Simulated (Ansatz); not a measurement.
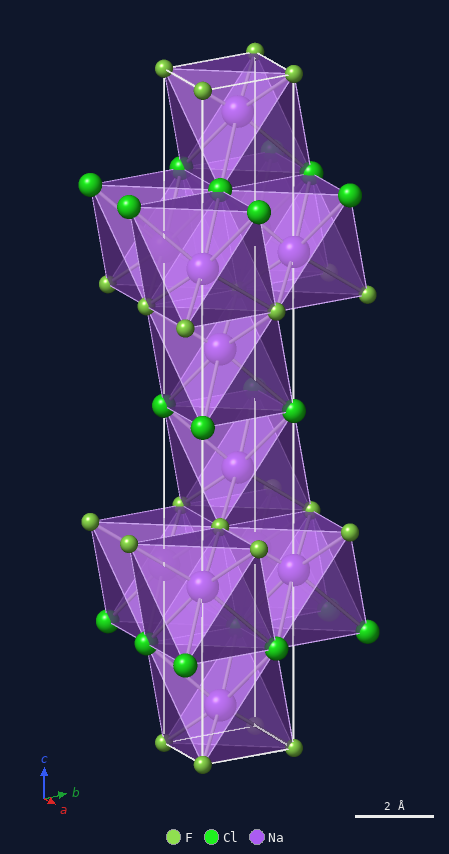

We look at a polyhedral model of the crystal slightly off an axis. The box is the conventional unit cell; atoms on or close to its faces, edges and corners are drawn wherever they repeat. Some atoms of the next cells are drawn as well.

Na2ClF, space group R-3m (No. 166), a = 3.460 Å, b = 3.460 Å, c = 17.762 Å, α = 90.00°, β = 90.00°, γ = 120.00°. It goes back to a structure type filled with these elements by a generator (whether the compound takes this form wasn't checked). The cell was then strained or its atoms displaced on purpose. A calculation with Ansatz used it as input.

This one geometry was computed with Ansatz (DFT, plane waves, PAW) at three levels of theory: r2SCAN, HSE06 and PBE. It was relaxed with r2SCAN and then strained.

### Which level gives the highest pressure at this volume, and what does that say about its equilibrium volume?

Highest: PBE (6.4 GPa), which points to the largest equilibrium volume. Lowest, with the smallest volume: r2SCAN (4.1 GPa). Levels within 0.5 GPa of each other can't be told apart.

### How does the band gap change with the level of theory?

PBE: a gap of 4.28 eV, direct; r2SCAN: a gap of 4.94 eV, direct; HSE06: a gap of 5.73 eV, direct.

### Collect the results in a table.

| level | cutoff (eV) | k-mesh of the run's cell | gap (eV) | pressure (GPa) |
| --- | --- | --- | --- | --- |
| r2SCAN | 500 | 8×8×8 | 4.94 | 4.1 |
| HSE06 | 420 | 6×6×6 | 5.73 | 5.1 |
| PBE | 420 | 8×8×8 | 4.28 | 6.4 |

Gaps are taken on the k-mesh or band path of each run.
